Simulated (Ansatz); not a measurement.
**CH3BClFO: geometry optimisation from a Python script**

What geometry does CH3BClFO take? A script is to give a geometry optimisation; the system is CH3BClFO. SMILES: OC(F)BCl.

Computed with the Python package of Ansatz 0.2.0. Level of theory: PBE0/def2-SVP.

## (1) The structure

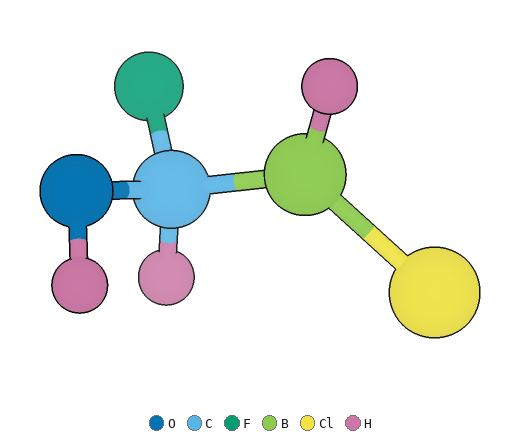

The structure that the script starts from, seen from a chosen angle (oxygen blue, carbon blue, fluorine teal, boron green, chlorine yellow, hydrogen pink).

The script holds or builds the structure itself.

## (2) The code

run_opt.py reads:

```python
import itertools

import ansatz as az
from ase.data import atomic_numbers, covalent_radii
import numpy as np

config = {
    "basis": "def2-SVP",
    "functional": "PBE0",
}

GEOMETRY = """
O     0.28810    0.11210    1.52960
C     0.57260   -0.08680    0.17840
F     1.34020   -1.20910    0.09670
B    -0.66830   -0.32430   -0.67970
Cl   -1.15000    0.75310   -2.11970
H    -0.03180    1.12650    1.57800
H     1.17120    0.77740   -0.23930
H    -1.42990   -1.20600   -0.39990
"""

molecule = az.Crystal.molecule()
for line in GEOMETRY.strip().splitlines():
    symbol, *xyz = line.split()
    molecule = molecule.atom(symbol, [float(v) for v in xyz])

model = (
    molecule.calculation()
    .basis(gaussian=config["basis"])
    .functional(config["functional"])
)
symbols = [site.symbol for site in molecule.cartesian_sites]
start = np.array([site.position_ang for site in molecule.cartesian_sites], dtype=float)
def progress(event):
    if event["event"] == "relax_step":
        row = event["data"]
        print(f"step {row['step']:3d}  E = {row['lagrangian_ev']:.6f} eV  largest force component {row['allowed_force_max_ev_ang']:.4f} eV/A")


report = model.relax(force_tolerance=0.005, max_steps=100).session().plan().execute(on_event=progress).report
end = np.array(report["positions_ang"])

print("reference energy %16.6f eV" % report["reference_energy_ev"])
print("total energy     %16.6f eV" % report["free_energy_ev"])
print("occupied orbitals outside the frozen core (up, down):", report["n_occupied"], " frozen:", report["n_frozen"], " virtual:", report["n_virtual"])

radius = [covalent_radii[atomic_numbers[s]] for s in symbols]
span = lambda where, i, j: np.linalg.norm(where[i] - where[j])
bonded = [(i, j) for i, j in itertools.combinations(range(len(symbols)), 2) if min(span(start, i, j), span(end, i, j)) < 1.2 * (radius[i] + radius[j])]
print("pair        before    after (A)")
for i, j in bonded:
    print(f"{symbols[i]}{i}-{symbols[j]}{j}".ljust(10), f"{span(start, i, j):8.4f} {span(end, i, j):8.4f}")

charges = report["charge_distribution"]
print("dipole moment", round(4.803205 * float(np.linalg.norm(charges["dipole_moment_e_ang"])), 3), "D")
print("Mulliken:", [(s, round(q, 3)) for s, q in zip(symbols, charges["mulliken_charges_e"])])
with open("ch3bclfo_opt.xyz", "w") as handle:
    handle.write(f"{len(symbols)}\nrelaxed CH3BClFO\n")
    handle.writelines(f"{s:2s} {x:11.6f} {y:11.6f} {z:11.6f}\n" for s, (x, y, z) in zip(symbols, end))
```

## (3) What the engine is handed

The package turns the script's settings into the engine's input:

```yaml
crystal:
  periodic: [false, false, false]
  atoms:
    - { symbol: O, position_ang: [0.2881, 0.1121, 1.5296] }
    - { symbol: C, position_ang: [0.5726, -0.0868, 0.1784] }
    - { symbol: F, position_ang: [1.3402, -1.2091, 0.0967] }
    - { symbol: B, position_ang: [-0.6683, -0.3243, -0.6797] }
    - { symbol: Cl, position_ang: [-1.15, 0.7531, -2.1197] }
    - { symbol: H, position_ang: [-0.0318, 1.1265, 1.578] }
    - { symbol: H, position_ang: [1.1712, 0.7774, -0.2393] }
    - { symbol: H, position_ang: [-1.4299, -1.206, -0.3999] }
basis:
  gaussian:
    orbitals: def2-SVP
hamiltonian:
  xc: pbe0
relax:
  f_tol: 0.005
  max_steps: 100
```

## (4) The run

Run with:

```bash
$ python run_opt.py
```

What it wrote:

```text
step   1  E = -19028.572591 eV  largest force component 3.6857 eV/A
step   2  E = -19028.984649 eV  largest force component 1.6849 eV/A
step   3  E = -19029.061191 eV  largest force component 0.7328 eV/A
step   4  E = -19029.094315 eV  largest force component 0.3753 eV/A
step   5  E = -19029.119695 eV  largest force component 0.7692 eV/A
step   6  E = -19029.192765 eV  largest force component 0.5394 eV/A
step   7  E = -19029.223927 eV  largest force component 0.4166 eV/A
step   8  E = -19029.246718 eV  largest force component 0.7256 eV/A
step   9  E = -19029.256265 eV  largest force component 0.7011 eV/A
step  10  E = -19029.267764 eV  largest force component 0.2520 eV/A
step  11  E = -19029.273429 eV  largest force component 0.1026 eV/A
step  12  E = -19029.274435 eV  largest force component 0.0367 eV/A
step  13  E = -19029.274592 eV  largest force component 0.0118 eV/A
step  14  E = -19029.274686 eV  largest force component 0.0129 eV/A
step  15  E = -19029.274900 eV  largest force component 0.0324 eV/A
step  16  E = -19029.274804 eV  largest force component 0.0532 eV/A
step  17  E = -19029.275083 eV  largest force component 0.0195 eV/A
step  18  E = -19029.275156 eV  largest force component 0.0236 eV/A
step  19  E = -19029.275218 eV  largest force component 0.0300 eV/A
step  20  E = -19029.275284 eV  largest force component 0.0293 eV/A
step  21  E = -19029.275311 eV  largest force component 0.0291 eV/A
step  22  E = -19029.275292 eV  largest force component 0.0302 eV/A
step  23  E = -19029.275342 eV  largest force component 0.0118 eV/A
step  24  E = -19029.275349 eV  largest force component 0.0075 eV/A
step  25  E = -19029.275351 eV  largest force component 0.0020 eV/A
reference energy    -19029.275372 eV
total energy        -19029.275372 eV
occupied orbitals outside the frozen core (up, down): [24, 24]  frozen: 0  virtual: [65, 65]
pair        before    after (A)
O0-C1        1.3951   1.3721
O0-H5        1.0647   0.9647
C1-F2        1.3621   1.3908
C1-B3        1.5273   1.5911
C1-H6        1.1312   1.1071
B3-Cl4       1.8618   1.7394
B3-H7        1.1982   1.2016
dipole moment 1.865 D
Mulliken: [('O', -0.285), ('C', 0.325), ('F', -0.277), ('B', 0.075), ('Cl', -0.056), ('H', 0.185), ('H', 0.028), ('H', 0.005)]
```

Run time: 1.8 min. Hardware: 1 thread of Arm Neoverse V1, shared host; peak memory 0.25 GiB.

It wrote ch3bclfo_opt.xyz:

```xyz
8
relaxed CH3BClFO
O    -0.053763    0.356292    1.386555
C     0.464151    0.063576    0.150081
F     1.305829   -1.042020    0.209809
B    -0.762210   -0.351319   -0.774926
Cl   -1.111605    0.537535   -2.228706
H     0.622238    0.776630    1.931521
H     1.082641    0.889473   -0.251179
H    -1.455181   -1.287267   -0.479055
```

Lines on the test bed's own set-up are left out of the output.

## (5) Size and end state of the run

From the engine's report, whether the script printed it or not:

```
             item         value
SCF cycles in all           198
         orbitals            89
total energy (eV)  -19029.27537
```

## (6) Path of the relaxation

The steps of the relaxation:

```
step  E - E(step 1) (eV)  largest force component (eV/Å)
   1              0.0000                          3.6857
   2             -0.4121                          1.6849
   3             -0.4886                          0.7328
   4             -0.5217                          0.3753
   5             -0.5471                          0.7692
   6             -0.6202                          0.5394
   7             -0.6513                          0.4166
   8             -0.6741                          0.7256
   9             -0.6837                          0.7011
  10             -0.6952                          0.2520
  11             -0.7008                          0.1026
  12             -0.7018                          0.0367
  13             -0.7020                          0.0118
  14             -0.7021                          0.0129
  15             -0.7023                          0.0324
  16             -0.7022                          0.0532
  17             -0.7025                          0.0195
  18             -0.7026                          0.0236
  19             -0.7026                          0.0300
  20             -0.7027                          0.0293
  21             -0.7027                          0.0291
  22             -0.7027                          0.0302
  23             -0.7028                          0.0118
  24             -0.7028                          0.0076
  25             -0.7028                          0.0020
```

Step 1 is the start. Steps 16, 22 were tried and not accepted.

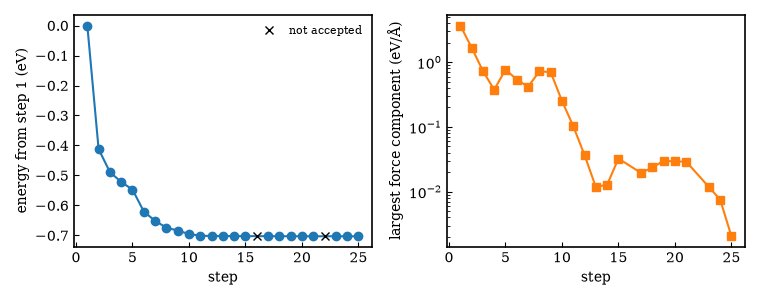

Energy and largest force along the relaxation.

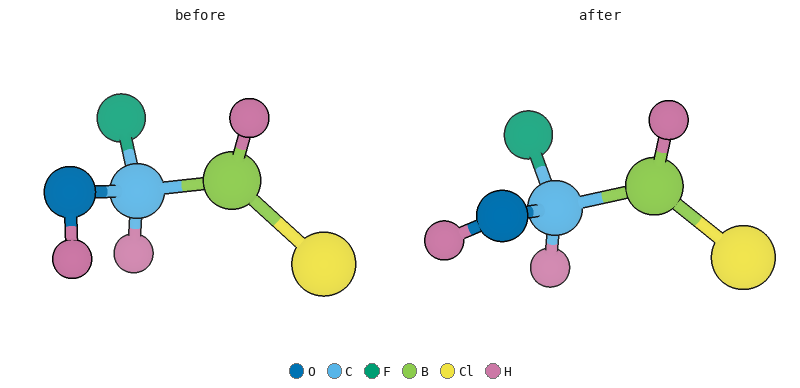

Before and after, at one scale.

Before: Bond lengths: O1–C2 1.395 Å, C2–F3 1.362 Å, C2–B4 1.527 Å, B4–Cl5 1.862 Å, O1–H6 1.065 Å, C2–H7 1.131 Å, B4–H8 1.198 Å. Angles: O1–C2–F3 106.9°, O1–C2–B4 113.6°, O1–C2–H7 110.9°, F3–C2–B4 107.2°, F3–C2–H7 108.0°, B4–C2–H7 110.0°, C2–O1–H6 104.0°, C2–B4–Cl5 123.7°, C2–B4–H8 120.0°, Cl5–B4–H8 116.2°.

After: Bond lengths: O1–C2 1.372 Å, C2–F3 1.391 Å, C2–B4 1.591 Å, B4–Cl5 1.739 Å, O1–H6 0.965 Å, C2–H7 1.107 Å, B4–H8 1.202 Å. Angles: O1–C2–F3 111.1°, O1–C2–B4 106.8°, O1–C2–H7 112.2°, F3–C2–B4 106.5°, F3–C2–H7 105.7°, B4–C2–H7 114.5°, C2–O1–H6 109.7°, C2–B4–Cl5 120.5°, C2–B4–H8 120.3°, Cl5–B4–H8 119.2°.

## (7) What came out

| quantity | value |
| --- | --- |
| total energy | -19029.2754 eV |
| dipole moment | 1.86 D |
| moves of the relaxation | 22 |
| energy gained | 0.703 eV |
| last largest force component | 0.0020 eV/Å |

The relaxation took 22 moves; the largest shift is 0.822 Å, of atom 6 (H). So large a move can change the bonding: the results belong to the relaxed structure. The end point is the stationary point reached from this start; no frequency run checks that it is a minimum, and the basis set is modest.
